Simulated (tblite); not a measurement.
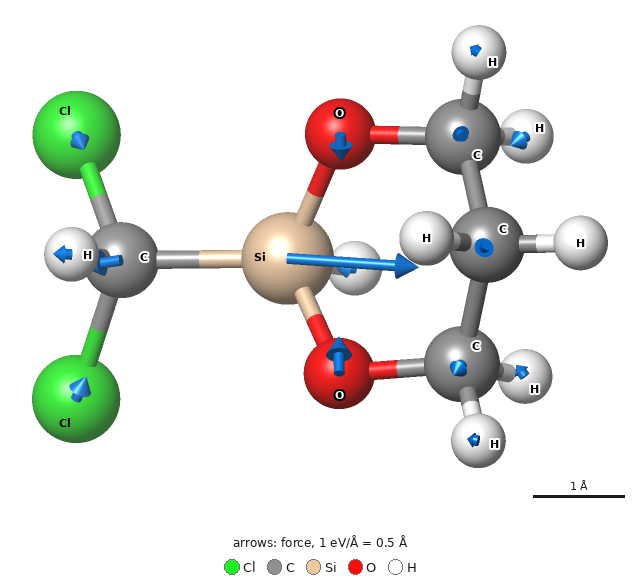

Starting geometry of C4H8Cl2O2Si with the computed forces as blue arrows. A ball-and-stick model, seen at a tilt.

The calculation used GFN2-xTB geometry optimisation, gas phase in tblite 0.8.0. 

**What follows when this structure is relaxed?**

It isn't relaxed: the largest force vector, on the Si atom, is 2.97 eV/Å. The final displacements have little in common with the starting forces (cosine between the two patterns 0.18). Over 52 geometry steps the energy falls by 6.63 kcal/mol. The atom that moves furthest after the best rigid fit is an H atom (0.35 Å). By element the largest moves are H 0.35 Å, O 0.29 Å, Si 0.26 Å, Cl 0.24 Å, C 0.18 Å. Some distances before and after: O–Si 1.678 → 1.624 Å, C–Si 1.851 → 1.903 Å, H–Si 1.493 → 1.461 Å, C–Cl 1.799 → 1.768 Å. Among the angles between lasting bonds that change: C–Si–O 114.8° → 108.0°, C–Si–O 114.1° → 108.1°, O–Si–H 106.0° → 111.1°.
